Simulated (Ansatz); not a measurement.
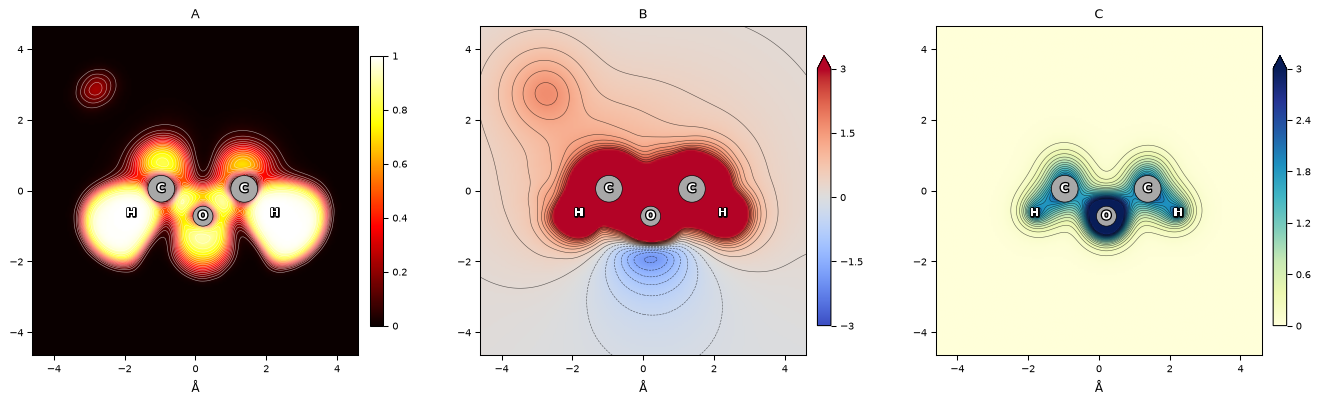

C2H7GaO2 (SMILES CO[CH2][GaH][OH]): 3 fields on the plane of atoms O2, C1 and H7, with unlabelled colour scales. Grey discs cover the atomic cores.

Level of theory: RKS B3LYP-D4/def2-SVP (Ansatz).

Input file:

```
crystal:
  periodic: [false, false, false]
  atoms:
    - { symbol: C, position_ang: [-0.7597, 0.4603, 1.2267] }
    - { symbol: O, position_ang: [-0.005, 1.4649, 0.5844] }
    - { symbol: C, position_ang: [0.3792, 0.925, -0.6519] }
    - { symbol: Ga, position_ang: [1.633, -0.9011, -0.5354] }
    - { symbol: O, position_ang: [-0.2293, -1.6297, -1.5677] }
    - { symbol: H, position_ang: [-0.2358, -0.4117, 1.4207] }
    - { symbol: H, position_ang: [-1.1229, 0.9144, 2.1928] }
    - { symbol: H, position_ang: [-1.6759, 0.2969, 0.6012] }
    - { symbol: H, position_ang: [1.5235, 0.9688, -0.6584] }
    - { symbol: H, position_ang: [-0.0162, 1.5171, -1.4486] }
    - { symbol: H, position_ang: [1.6128, -1.7636, -0.0841] }
    - { symbol: H, position_ang: [-0.71196, -1.05169, -2.2098] }
basis:
  gaussian: { orbitals: def2-SVP }
hamiltonian:
  xc: b3lyp
  dispersion: d4
relax:
  f_tol: 0.015
  max_steps: 40
output:
  orbitals: {}
```

Command:

```sh
ansatz run input.yaml --threads 2 --pin off --max-ram 3072MiB --backend cpu --events-out ev --progress --plain --runs-dir out
```

The fields are those of the relaxed geometry.

> Which field does each panel show? The fields are: electron density, electron localisation function and electrostatic potential.

Panel A: electron localisation function. Panel B: electrostatic potential (strongly positive close to the atoms, with negative regions outside electron-rich atoms). Panel C: electron density. From the grid: C–O (1.40 Å): ρ at the midpoint is about 2.1 e/Å³, with its minimum of 1.8 e/Å³ about 0.5 Å from C; the ELF peaks at about 0.90 between the atoms (a polar covalent bond).
